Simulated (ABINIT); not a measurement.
# A GW chain in ABINIT: SiO2 (P3_221)

Aim: the G0W0 gap of SiO2 (P3_221) on LDA, step by step.

Main program and level: ABINIT 10.8.3; LDA and many-body steps on it, plane waves.

**1. Set-up**

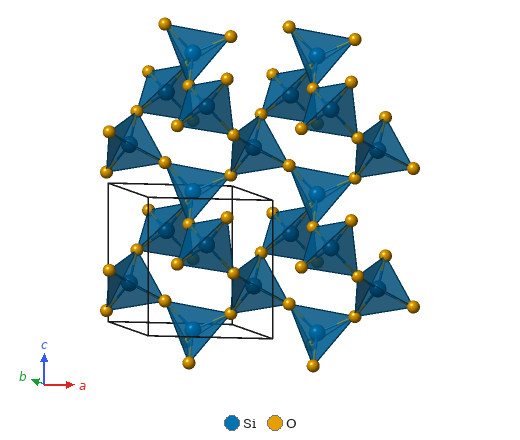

The starting structure, seen slightly off an axis (silicon blue, oxygen orange). 2×1×2 cells are drawn. Some periodic images of atoms are drawn too.

The cell and positions come from the Crystallography Open Database and are kept as given unless a step says otherwise.

**2. Ground state**

This step: ABINIT 10.8.3; DFT, LDA, plane waves, norm-conserving pseudopotentials.

The ground-state density comes first.

Contents of run.abi:

```
acell 3*1.0 Angstrom
rprim 
  4.916359999971 0.000000000007 0.000000000000
  -2.458179999991 4.257692654122 0.000000000000
  0.000000000000 0.000000000000 5.408400000000
ntypat 2
znucl 14 8
natom 9
typat 1 1 1 2 2 2 2 2 2
xred 
  0.469730000000 0.000000000000 0.666666666667
  0.000000000000 0.469730000000 0.333333333333
  0.530270000000 0.530270000000 -0.000000000000
  0.413540000000 0.267580000000 0.785580000000
  0.732420000000 0.145960000000 0.452246666667
  0.854040000000 0.586460000000 0.118913333333
  0.267580000000 0.413540000000 0.214420000000
  0.145960000000 0.732420000000 0.547753333333
  0.586460000000 0.854040000000 0.881086666667
pp_dirpath "pseudos"
pseudos "Si.upf, O.upf"
ecut 36
ngkpt 6 6 4
nshiftk 1
shiftk 0 0 0
kptopt 1
chksymbreak 0
nband 32
occopt 1
tolvrs 1e-10
nstep 60
prtwf 0
optforces 0
optstress 0
indata_prefix "in"
outdata_prefix "out"
tmpdata_prefix "tmp"
```

On the command line:

```sh
> OMP_NUM_THREADS=1 mpirun -n 4 abinit run.abi > log
```

Numbers of over 12 decimals in the logs are rounded to 6 here.

Output:

```text
.Version 10.8.3 of ABINIT. v10.8.2 released Aug 2026.

 Symmetries : space group P3_2 2 1 (#154); Bravais hP (primitive hexag.)
================================================================================
 Values of the parameters that define the memory need of the present run
     intxc =       0    ionmov =       0      iscf =       7    lmnmax =       6
     lnmax =       6     mgfft =      60  mpssoang =       3    mqgrid =    3001
     natom =       9  nloc_mem =       1    nspden =       1   nspinor =       1
    nsppol =       1      nsym =       6    n1xccc =    2501    ntypat =       2
    occopt =       1   xclevel =       1
-    mband =          32        mffmem =           1         mkmem =           6
       mpw =        7924          nfft =      174960          nkpt =          24
================================================================================
  Rough estimation (10% accuracy) of disk space for files :
================================================================================

--------------------------------------------------------------------------------
------------- Echo of variables that govern the present computation ------------
--------------------------------------------------------------------------------
 -outvars: echo values of preprocessed input variables --------
            acell      1.8897261259E+00  1.8897261259E+00  1.8897261259E+00 Bohr

      chksymbreak           0
             ecut      3.60000000E+01 Hartree
-          fftalg         312

              ixc       -1012
              kpt      0.00000000E+00  0.00000000E+00  0.00000000E+00
                       1.66666667E-01  0.00000000E+00  0.00000000E+00
                       3.33333333E-01  0.00000000E+00  0.00000000E+00
                       5.00000000E-01  0.00000000E+00  0.00000000E+00
                       1.66666667E-01  1.66666667E-01  0.00000000E+00
                       3.33333333E-01  1.66666667E-01  0.00000000E+00
                       3.33333333E-01  3.33333333E-01  0.00000000E+00
                       0.00000000E+00  0.00000000E+00  2.50000000E-01
                       1.66666667E-01  0.00000000E+00  2.50000000E-01
   [... 13 further rows ...]
                       3.33333333E-01  1.66666667E-01  5.00000000E-01
                       3.33333333E-01  3.33333333E-01  5.00000000E-01
         kptrlatt        6    0    0      0    6    0      0    0    4
          kptrlen      4.08815791E+01
P           mkmem           6
            natom           9
            nband          32
            ngfft          54      54      60
             nkpt          24
            nstep          60
             nsym           6
           ntypat           2
              occ      2.000000  2.000000  2.000000  2.000000  2.000000  2.000000
                       2.000000  2.000000  2.000000  2.000000  2.000000  2.000000
                       2.000000  2.000000  2.000000  2.000000  2.000000  2.000000
                       2.000000  2.000000  2.000000  2.000000  2.000000  2.000000
                       0.000000  0.000000  0.000000  0.000000  0.000000  0.000000
                       0.000000  0.000000
        optforces           0
        optstress           0
            prtwf           0
            rprim      4.9163600000E+00  7.0000000000E-12  0.0000000000E+00
[...]
spgroup         154

           tolvrs      1.00000000E-10

             xred      4.6973000000E-01  7.4014868308E-17  6.6666666667E-01
[...]
znucl       14.00000    8.00000

================================================================================

 chkinp: Checking input parameters for consistency.

================================================================================
== DATASET  1 ==================================================================
-   mpi_nproc: 4, omp_nthreads: 1 (-1 if OMP is not activated)

--- !DatasetInfo
iteration_state: {dtset: 1, }
dimensions: {natom: 9, nkpt: 24, mband: 32, nsppol: 1, nspinor: 1, nspden: 1, mpw: 7924, }
cutoff_energies: {ecut:  36.0, pawecutdg:  -1.0, }
electrons: {nelect:   4.80000000E+01, charge:   0.00000000E+00, occopt:   1.00000000E+00, tsmear:   1.00000000E-02, }

 Real(R)+Recip(G) space primitive vectors, cartesian coordinates (Bohr,Bohr^-1):
 R(1)=  9.2905739  0.0000000  0.0000000  G(1)=  0.1076360  0.0621437  0.0000000
 R(2)= -4.6452870  8.0458730  0.0000000  G(2)=  0.0000000  0.1242873  0.0000000
 R(3)=  0.0000000  0.0000000 10.2203948  G(3)=  0.0000000  0.0000000  0.0978436
 Unit cell volume ucvol=  7.6398247E+02 bohr^3
 Angles (23,13,12)=  9.00000000E+01  9.00000000E+01  1.20000000E+02 degrees

 getcut: wavevector=  0.0000  0.0000  0.0000  ngfft=  54  54  60
         ecut(hartree)=     36.000   => boxcut(ratio)=   2.15246

--- Pseudopotential description ------------------------------------------------
- Si Generated using ONCVPSP code by D. R. Hamann
- 14.00000   4.00000  180309                  znucl, zion, pspdat
12 -1012 2 -1 1510                            pspcod,pspxc,lmax,lloc,mmax
     nproj     2     2     2
  pspatm : epsatm=    6.67003958
         --- l  ekb(1:nproj) -->
[...]
pspatm: atomic psp has been read  and splines computed

- O Generated using ONCVPSP code by D. R. Hamann
-  8.00000   6.00000  201201                  znucl, zion, pspdat
12 -1012 2 -1 926                             pspcod,pspxc,lmax,lloc,mmax
     nproj     2     2     1
  pspatm : epsatm=    6.27558587
         --- l  ekb(1:nproj) -->
[...]
2   -1.033686
 pspatm: atomic psp has been read  and splines computed

   2.76785443E+03                                ecore*ucvol(ha*bohr**3)
--------------------------------------------------------------------------------

_setup2: Arith. and geom. avg. npw (full set) are    7883.438    7883.429

================================================================================

--- !BeginCycle
iteration_state: {dtset: 1, }
solver: {iscf: 7, nstep: 60, nline: 4, wfoptalg: 0, }
tolerances: {tolvrs: 1.00E-10, }

     iter   Etot(hartree)      deltaE(h)  residm     vres2
 ETOT  1  -111.65939506154    -1.117E+02 1.044E-01 1.604E+03
 ETOT  2  -111.78296909551    -1.236E-01 6.967E-03 1.362E+03
 ETOT  3  -112.30659187927    -5.236E-01 6.976E-03 1.040E+01
 ETOT  4  -112.30990338821    -3.312E-03 2.922E-03 1.078E-01
 ETOT  5  -112.30992107093    -1.768E-05 1.287E-03 6.172E-03
 ETOT  6  -112.30992205631    -9.854E-07 1.727E-03 2.329E-04
 ETOT  7  -112.30992208107    -2.476E-08 5.618E-04 1.014E-05
 ETOT  8  -112.30992208172    -6.450E-10 1.066E-03 3.897E-07
 ETOT  9  -112.30992208174    -2.066E-11 3.571E-04 2.388E-08
 ETOT 10  -112.30992208175    -1.191E-11 5.018E-04 1.299E-09
 ETOT 11  -112.30992208174     5.755E-12 1.669E-04 9.589E-11

 At SCF step   11       vres2   =  9.59E-11 < tolvrs=  1.00E-10 =>converged.

--- !ResultsGS
iteration_state: {dtset: 1, }
comment   : Summary of ground state results
lattice_vectors:
- [  9.2905739,   0.0000000,   0.0000000, ]
- [ -4.6452870,   8.0458730,   0.0000000, ]
- [  0.0000000,   0.0000000,  10.2203948, ]
lattice_lengths: [   9.29057,    9.29057,   10.22039, ]
lattice_angles: [ 90.000,  90.000, 120.000, ] # degrees, (23, 13, 12)
lattice_volume:   7.6398247E+02
convergence: {deltae:  5.755E-12, res2:  9.589E-11, residm:  1.669E-04, diffor:  0.000E+00, }
etotal    :  -1.12309922E+02
entropy   :   0.00000000E+00
fermie    :   4.32436372E-03
cartesian_stress_tensor: null
pressure_GPa: null
xred      :
- [  4.6973E-01,   7.4015E-17,   6.6667E-01, Si]
- [  1.6639E-18,   4.6973E-01,   3.3333E-01, Si]
- [  5.3027E-01,   5.3027E-01,   9.2519E-18, Si]
- [  4.1354E-01,   2.6758E-01,   7.8558E-01,  O]
- [  7.3242E-01,   1.4596E-01,   4.5225E-01,  O]
- [  8.5404E-01,   5.8646E-01,   1.1891E-01,  O]
- [  2.6758E-01,   4.1354E-01,   2.1442E-01,  O]
- [  1.4596E-01,   7.3242E-01,   5.4775E-01,  O]
- [  5.8646E-01,   8.5404E-01,   8.8109E-01,  O]
cartesian_forces: null
force_length_stats: {min: null, max: null, mean: null, }

 Integrated electronic density in atomic spheres:
 ------------------------------------------------
 Atom  Sphere_radius  Integrated_density
[...]
================================================================================

 ----iterations are completed or convergence reached----

 Mean square residual over all n,k,spin=   87.854E-08; max=  16.689E-05
 reduced coordinates (array xred) for    9 atoms
[...]
0.732420000000      0.145960000000      0.452246666667
       0.854040000000      0.586460000000      0.118913333333
       0.267580000000      0.413540000000      0.214420000000
       0.145960000000      0.732420000000      0.547753333333
       0.586460000000      0.854040000000      0.881086666667
 rms dE/dt=  0.0000E+00; max dE/dt=  0.0000E+00; dE/dt below (all hartree)
    1       0.000000000000      0.000000000000      0.000000000000
    2       0.000000000000      0.000000000000      0.000000000000
    3       0.000000000000      0.000000000000      0.000000000000
    4       0.000000000000      0.000000000000      0.000000000000
    5       0.000000000000      0.000000000000      0.000000000000
    6       0.000000000000      0.000000000000      0.000000000000
    7       0.000000000000      0.000000000000      0.000000000000
    8       0.000000000000      0.000000000000      0.000000000000
    9       0.000000000000      0.000000000000      0.000000000000

 cartesian coordinates (angstrom) at end:
    1      2.309362     3.29e-12     3.605600
[...]
5      3.242044     0.621453     2.445931
    6      2.757144     2.496966     0.643131
    7      0.298964     1.760726     1.159669
    8     -1.082828     3.118419     2.962469
    9      0.783864     3.636240     4.765269
 length scales=  1.889726125908  1.889726125908  1.889726125908 bohr
              =  1.000000000000  1.000000000000  1.000000000000 angstroms
 prteigrs : about to open file out_EIG
 Fermi (or HOMO) energy (hartree) =   0.00432   Average Vxc (hartree)=  -0.35795
 Eigenvalues (hartree) for nkpt=  24  k points:
 kpt#   1, nband= 32, wtk=  0.00694, kpt=  0.0000  0.0000  0.0000 (reduced coord)
  -0.69869   -0.64061   -0.64061   -0.61589   -0.61457   -0.61457   -0.30027   -0.30027
  -0.19711   -0.19692   -0.19012   -0.19012   -0.10532   -0.10532   -0.09612   -0.08651
  -0.05147   -0.05147   -0.05044   -0.03295   -0.03295   -0.02112   -0.00766   -0.00766
   0.21726    0.33638    0.33638    0.35383    0.35383    0.39798    0.42278    0.44290
 prteigrs : prtvol=0 or 1, do not print more k-points.

--- !EnergyTerms
iteration_state     : {dtset: 1, }
comment             : Components of total free energy in Hartree
kinetic             :  7.34493071160450E+01
hartree             :  3.83136625382281E+01
xc                  : -2.99561766859530E+01
Ewald energy        : -6.94671569356594E+01
psp_core            :  3.62292926253149E+00
local_psp           : -1.12956415753174E+02
non_local_psp       : -1.53160716237625E+01
total_energy        : -1.12309922081744E+02
total_energy_eV     : -3.05610866902238E+03
band_energy         : -1.17170315619812E+01

== END DATASET(S) ==============================================================
================================================================================

 -outvars: echo values of variables after computation  --------
           etotal     -1.1230992208E+02
            nband          32
             nkpt          24
          spgroup         154
 [... the other variables as echoed above ...]

 Calculation completed.
```

Elapsed: 86 s, on 4 MPI ranks of Arm Neoverse V1, shared host; peak memory 0.48 GiB.

This step gave:

```yaml
total_energy: -3056.1087 eV
gap: 5.794 eV
k_of_the_valence_top: 0.3333, 0.3333, 0
k_of_the_conduction_bottom: 0, 0, 0
least_direct_gap: 6.120 eV
```

The gap is indirect, with the least direct gap 0.33 eV higher.

(Part 1 of 3 ends here.)

[Paths, hosts, dates, memory and timing lines, banners, echoed tables and standing remarks are left out of the program output.]

[Logs are printed without paths, hosts, clocks, repeated set-up lines and the standing remarks that a program may print on its own settings, such as how far it seeks lower states.]

[Runs of the session that timed out or met a known fault of the program may be left out.]

[Hosts, paths, dates, database ids (printed as entryN), source tags and the programs' standing remarks are cut or masked in the printed files.]

[G0W0 gaps are taken among the corrected bands and points alone; a level outside them can change the order at an edge.]

[Where Ansatz stands beside ABINIT at settings called matched, ABINIT's density can come from a denser mesh and the files from another edition; pairs whose starting gaps differed by over 0.03 eV were left out, so agreement reads better than it is.]
